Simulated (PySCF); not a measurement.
Ge(F)2(I)2, SMILES [I][Ge]([F])([F])[I] (F2GeI2) at its CAM-B3LYP/def2-SVP optimised geometry (Å):

```
5

F     -0.8691    -1.9066    -1.4933
Ge    -0.4518    -1.1683     0.0000
F      1.2654    -1.1683     0.0000
I     -1.2500    -2.5885     1.8615
I     -1.2654     1.1683     0.0000
```

Method: CAM-B3LYP/def2-TZVP, def2 effective core potentials past Kr (PySCF 2.14.0). The core electrons that the potentials of I replace are not part of the density. Cells within 0.4 Å of a nucleus heavier than hydrogen are left out (blank, or x).

Map of the electrostatic potential (hartree/e), clipped to [-0.08, 0.12] on the plane z = 1.5 Å:

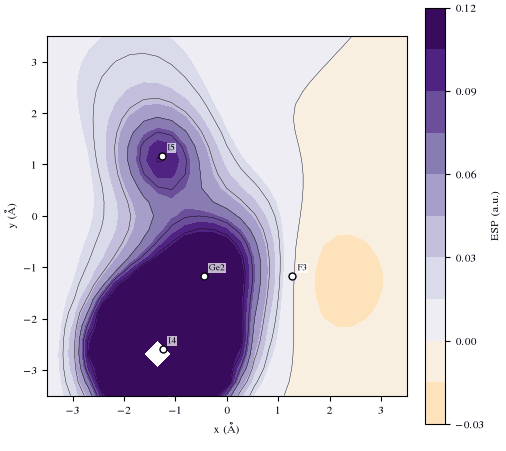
Figure. Electrostatic potential (hartree/e), clipped to [-0.08, 0.12] on the plane z = 1.5 Å.
